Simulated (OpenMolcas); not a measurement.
# InPH6 (SMILES [PH3+][InH3-]) at 6 levels

Wanted: a comparison of 6 runs (B2PLYP/def2-SVP, M06-2X/def2-SVP, M06-L/def2-SVP, SVWN5/def2-SVP, MP2/def2-SVP, CCSD(T)/def2-SVP) of InPH6. 

The calculation is run with OpenMolcas 26.06.

### 1 The structure to begin with

InPH6 has 8 atoms, charge 0, and is taken as a singlet. As SMILES, `[PH3+][InH3-]`. The In2–H8 distance was set to 2.597 Å, away from the relaxed value. At this shape a bond of the SMILES string is far longer than usual.

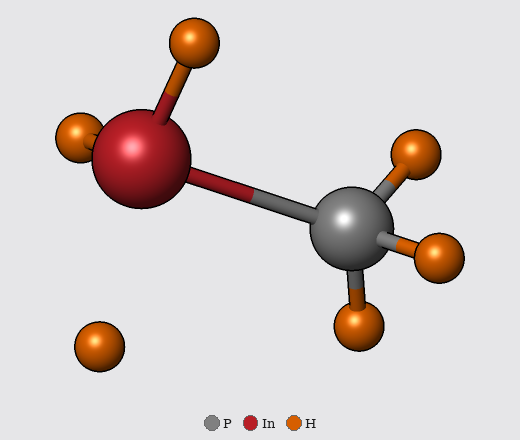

The structure, seen from a chosen angle (phosphorus grey, indium red, hydrogen orange).

### 2 The energy at B2PLYP/def2-SVP (core potential) (run 1)

Input file calc.input:

```
&GATEWAY
BasLib = $CurrDir
Coord
8
angstrom
P       -0.335995       0.867066      -1.216104
In       1.079305       0.704566       1.173296
H       -1.740195       0.727266      -1.211304
H       -0.061595      -0.051234      -2.251604
H       -0.269495       2.044966      -1.990304
H        0.280605       2.045266       1.922396
H        2.633405       0.945166       0.449396
H        0.307400      -1.708800       1.741800
Basis = def2-SVP
Group = NoSym
&SEWARD
GridInput
Grid=UltraFine
End of Grid
&SCF
KSDFT = B2PLYP_SCF
Thresholds = 1e-10 1e-07 1e-07 1e-05
PrOrbitals = 1 2
&MBPT2
Frozen = 9
```

The basis set def2-SVP is read from a file made from the Basis Set Exchange's data (not shown).

Command:

```sh
$ export MOLCAS_MEM=1860
$ pymolcas calc.input > calc.log
```

Standard output:

```text
--- Start Module: gateway ---
[...]
--- Stop Module: gateway /rc=_RC_ALL_IS_WELL_ ---
[...]
      Basis functions           74
[...]
--- Start Module: scf ---
[...]
       Convergence after  13 Iterations
[...]
::    Total KS-DFT energy                            -534.3557581984
[...]
      Total spin, S                                     0.0000000000
[...]
      Total electronic charge=   42.000000
      Total            charge=   -0.000000
[...]
      Dipole Moment (debye):
      Origin of the operator (angstrom)=    0.7554    0.7362    0.6306
                   X= -1.4762E+00               Y=  2.4084E+00               Z= -4.1669E+00           Total=  5.0341E+00
      Quadrupole Moment (debye*angstrom):
[...]
--- Stop Module: scf /rc=_RC_ALL_IS_WELL_ ---
[...]
--- Start Module: mbpt2 ---
[...]
 ###    WARNING: MP2 implementation intended for RHF references only         ###
 ###############################################################################
MBPT2 WARNING: Reference function according to RunFile:KS-DFT
I'll assume you know what you're doing and continue
WARNING!
Default frozen orbitals as non valence orbitals is overwritten by user input.
Default values:   5
[...]
       Reference weight ( Cref**2 )         =        0.83599
::    Total MBPT2 energy                             -534.6635404061
[...]
      Total MBPT2 calculations                           0.12      0.13
--- Stop Module: mbpt2 /rc=_RC_ALL_IS_WELL_ ---
[...]
```

Wall time 11 s (1 thread of Intel Xeon 6975P-C (Granite Rapids), shared host); peak memory 0.43 GiB.

### 3 A single-point energy at M06-2X/def2-SVP (core potential) (run 2)

Input file calc.inp:

```
&GATEWAY
BASLIB = $CurrDir
COORD
8
angstrom
P       -0.335995       0.867066      -1.216104
In       1.079305       0.704566       1.173296
H       -1.740195       0.727266      -1.211304
H       -0.061595      -0.051234      -2.251604
H       -0.269495       2.044966      -1.990304
H        0.280605       2.045266       1.922396
H        2.633405       0.945166       0.449396
H        0.307400      -1.708800       1.741800
BASIS = def2-SVP
GROUP = NoSym
&SEWARD
GRIDINPUT
Grid=UltraFine
End of Grid
&SCF
KSDFT = M062X
THRESHOLDS = 1e-10 1e-07 1e-07 1e-05
PRORBITALS = 1 2
```

The basis set def2-SVP is read from a file made from the Basis Set Exchange's data (not shown).

Command:

```sh
$ export MOLCAS_MEM=1860
$ pymolcas calc.inp > calc.log
```

Standard output:

```text
--- Start Module: gateway ---
[...]
--- Stop Module: gateway /rc=_RC_ALL_IS_WELL_ ---
--- Start Module: seward ---
[...]
      Basis functions           74
--- Stop Module: seward /rc=_RC_ALL_IS_WELL_ ---
[...]
--- Start Module: scf ---
[...]
       Convergence after  15 Iterations
[...]
::    Total KS-DFT energy                            -534.7634672262
[...]
      Total spin, S                                     0.0000000000
[...]
      Total electronic charge=   42.000000
      Total            charge=   -0.000000
[...]
      Dipole Moment (debye):
      Origin of the operator (angstrom)=    0.7554    0.7362    0.6306
                   X= -1.5115E+00               Y=  2.3513E+00               Z= -4.1810E+00           Total=  5.0293E+00
      Quadrupole Moment (debye*angstrom):
[...]
--- Stop Module: scf /rc=_RC_ALL_IS_WELL_ ---
[...]
```

Wall time 18 s (1 thread of Intel Xeon 6975P-C (Granite Rapids), shared host); peak memory 0.43 GiB.

Runs 3 to 5 aren't shown in full; the table further down has their settings and results.

### 4 The energy at CCSD(T)/def2-SVP (core potential) (run 6)

Input file test.input:

```
>>> EXPORT MOLCAS_PRINT=2

&GATEWAY
  BASLIB=$CurrDir
  BASISSET
  P.def2-SVP....
  P1 -0.335995 0.867066 -1.216104 angstrom
  End of Basis
  BASISSET
  In.def2-SVP....
  In2 1.079305 0.704566 1.173296 angstrom
  End of Basis
  BASISSET
  H.def2-SVP....
  H3 -1.740195 0.727266 -1.211304 angstrom
  H4 -0.061595 -0.051234 -2.251604 angstrom
  H5 -0.269495 2.044966 -1.990304 angstrom
  H6 0.280605 2.045266 1.922396 angstrom
  H7 2.633405 0.945166 0.449396 angstrom
  H8 0.307400 -1.708800 1.741800 angstrom
  End of Basis

&SEWARD

&SCF
  THRESHOLDS=1e-10 1e-07 1e-07 1e-05
  PRORBITALS=1

&RASSCF
  FILEORB=$Project.ScfOrb
  SPIN=1
  NACTEL=0 0 0
  INACTIVE=21
  RAS2=0
  OUTORBITALS=Canonical
  ORBLISTING=Nothing

&MOTRA
  JOBIPH
  FROZEN=9

&CCSDT
  CCT
  TRIPLES=2
  ITERATIONS=80
  ACCURACY=1e-08
  EXTRAPOLATION=5 4
```

The basis set def2-SVP is read from a file made from the Basis Set Exchange's data (not shown).

Command:

```sh
$ export MOLCAS_MEM=1860
$ pymolcas test.input > test.log
```

Standard output:

```text
--- Start Module: gateway ---
[...]
--- Stop Module: gateway /rc=_RC_ALL_IS_WELL_ ---
[...]
      Basis functions           74
[...]
       Convergence after  11 Iterations
[...]
::    Total SCF energy                               -533.2146674484
[...]
      Total spin, S                                     0.0000000000
[...]
      Number of active orbitals                  0
[...]
      Spin quantum number                      0.0
[...]
      Active orbitals                            0
[...]
      Number of CSFs                             1
[...]
      Number of root(s) required                 1
[...]
      Convergence after  4 iterations
[...]
      Natural orbitals and occupation numbers for root  1
      ************************************************************************************************************************
      *                                                    Final results                                                     *
      ************************************************************************************************************************
[...]
::    RASSCF root number  1 Total energy:   -533.21466745
[...]
      Total electronic charge=   42.000000
      Total            charge=   -0.000000
[...]
      Dipole Moment (debye):
      Origin of the operator (angstrom)=    0.7554    0.7362    0.6306
                   X= -1.4218E+00               Y=  2.7028E+00               Z= -4.2993E+00           Total=  5.2736E+00
      Quadrupole Moment (debye*angstrom):
[...]
--- Start Module: motra ---
[...]
      *** WARNING: Default frozen orbitals is overwritten by user input.
      *** Default values:   5
[...]
--- Stop Module: motra /rc=_RC_ALL_IS_WELL_ ---
--- Start Module: ccsdt ---
[...]
      Convergence after                    17  Iterations
      Total energy (diff) :    -533.51121584      -0.00000000
[...]
 METHOD                       : CCSD+T(CCSD)+<T3(1)WT1> = CCSD(T)
[...]
       CCSD     =      -533.5112158430802
[...]
--- Stop Module: ccsdt /rc=_RC_ALL_IS_WELL_ ---
[...]
```

Run time: 22 s. Hardware: 1 thread of Intel Xeon 6975P-C (Granite Rapids), shared host; peak memory 0.43 GiB.

### 5 Overview of the runs

```
run                              level  frozen core orbitals  integration grid  energy (Eh)  dipole moment (D) of the reference  HOMO energy (eV)  LUMO energy (eV)  wall time
  1   B2PLYP/def2-SVP (core potential)                     9         UltraFine  -534.438859                                5.03             -7.01             -0.03       11 s
  2   M06-2X/def2-SVP (core potential)                     –         UltraFine  -534.763467                                5.03             -7.04             -0.31       18 s
  3    M06-L/def2-SVP (core potential)                     –         UltraFine  -535.017863                                4.91             -5.42             -1.73       19 s
  4    SVWN5/def2-SVP (core potential)                     –         UltraFine  -533.226851                                4.82             -5.37             -2.09      9.6 s
  5      MP2/def2-SVP (core potential)                     9                 –  -533.455270                                5.27             -8.43              1.83      3.3 s
  6  CCSD(T)/def2-SVP (core potential)                     9                 –  -533.519573                                5.27             -8.43              1.83       22 s
```

### 6 What came out

```
                                          quantity          value
                               run 6: total energy  -533.51957 Eh
         run 6: dipole moment (mean-field density)         5.27 D
        run 6: HOMO energy (Hartree–Fock orbitals)       -8.43 eV
        run 6: LUMO energy (Hartree–Fock orbitals)        1.83 eV
      run 6: HOMO–LUMO gap (Hartree–Fock orbitals)       10.25 eV
run 6: correlation energy (9 core orbitals frozen)     -304.9 mEh
                             run 6: (T) correction      -8.36 mEh
```

Over runs 1, 2, 3, 4 the dipole moment (its size) runs from 4.82 D (SVWN5/def2-SVP) to 5.03 D (B2PLYP/def2-SVP). A double hybrid's value is that of its SCF part. Over runs 1, 2, 3, 4 the HOMO–LUMO gap runs from 3.28 eV (SVWN5/def2-SVP) to 6.97 eV (B2PLYP/def2-SVP). For B2PLYP the log adds the whole second-order term; the table takes 0.27 of it, as the functional is defined. Totals of different functionals can't be ranked against each other. All runs together took 83 s, the longest 22 s.
